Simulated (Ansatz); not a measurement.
Input

```
crystal:
  periodic: [false, false, false]
  atoms:
    - {symbol: Si, position_ang: [-0.648645, -0.026379, -1.132357]}
    - {symbol: S, position_ang: [0.855437, -0.592577, 2.083635]}
    - {symbol: F, position_ang: [-1.308663, 0.220311, -2.542768]}
    - {symbol: F, position_ang: [-1.126624, 1.141372, -0.188345]}
    - {symbol: H, position_ang: [-1.040728, -1.336668, -0.626334]}
    - {symbol: H, position_ang: [0.411236, 0.656034, 2.294045]}
    - {symbol: F, position_ang: [0.910667, 0.093651, -1.325282]}
    - {symbol: H, position_ang: [1.947320, -0.155743, 1.437404]}
basis:
  gaussian: {orbitals: def2-TZVPP}
hamiltonian: {xc: pbe0, dispersion: d4}
output: {orbitals: {seedname: orbitals}}
```

Run with:

```sh
ansatz run in.yaml --threads 4 --pin off --events-out ev --progress --plain --max-ram 9574MiB
```

The product side of a reaction path; geometry: PBE0-D4/def2-TZVP.

The calculation used RKS PBE0-D4/def2-TZVPP in Ansatz 0.2.0.

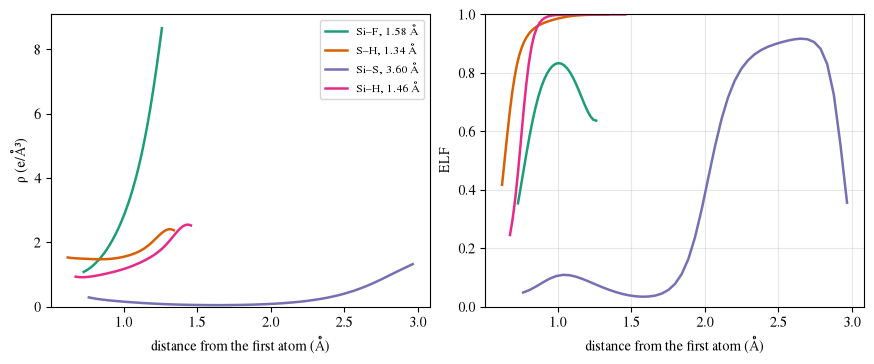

F3HSi···H2S. Total electron density and electron localisation function along straight lines between neighbouring atoms. The curves leave out the atomic cores.

**Compare the contacts.**

Si–F (1.58 Å): the density is about 1.3 e/Å³ at the midpoint; the ELF peaks at about 0.85 in the valence shell of F, 0.6 Å from its nucleus, and is about 0.55 at the midpoint.
S–H (1.34 Å): ρ is about 1.5 e/Å³ halfway; the ELF climbs to about 1 towards the hydrogen, as it does in any bond to H.
Si1···S2 (3.60 Å): the density falls to about 0.05 e/Å³ on the way; the ELF dips to about 0.05 between them: a non-bonded, intermolecular contact.
Si–H (1.46 Å): ρ at the midpoint is about 0.91 e/Å³; the ELF climbs to about 1 towards the hydrogen.
